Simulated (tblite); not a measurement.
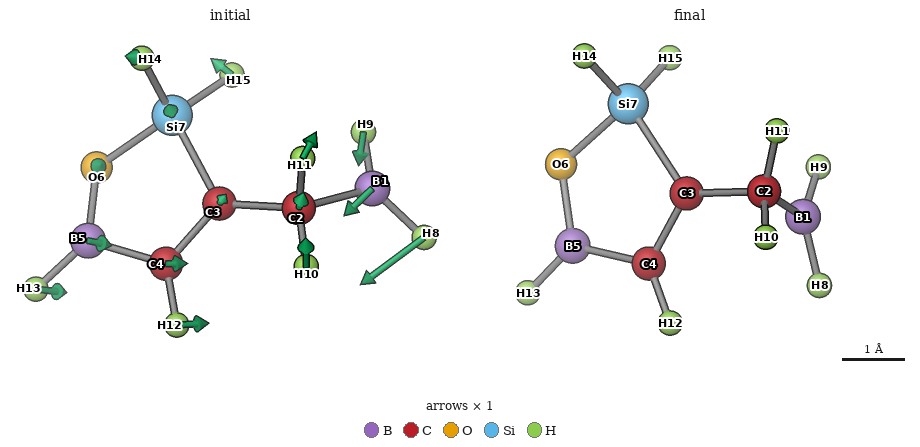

The structure of C3H8B2OSi before (left) and after (right) a relaxation, at one scale. The green arrows give the displacements, at their true length.

Style: ball-and-stick. Shown at a tilt.

The calculation used GFN2-xTB geometry optimisation, gas phase (tblite 0.8.0). 

Q: What changed between the two?

A: After 141 geometry steps the energy has fallen by 82.4 kJ/mol. The largest move after the best rigid fit is that of H8, 1.32 Å. Largest moves by element: H 1.32 Å, B 0.68 Å, C 0.40 Å, O 0.37 Å, Si 0.33 Å. Among the contacts that change: B1–C3 2.528 → 2.022 Å, B5–O6 1.469 → 1.355 Å, O6–Si7 1.715 → 1.650 Å, C2–H11 1.132 → 1.085 Å. Bond angles that change, for instance: B1–C2–C3 111.2° → 82.6°, B5–O6–Si7 101.0° → 115.6°, B1–C2–H11 105.0° → 119.2°. Groups turn about C2–C3 by about 40°, O6–Si7 by about 25°. The run took 0.86 s on 1 thread of Arm Neoverse V1, with other jobs on the host.
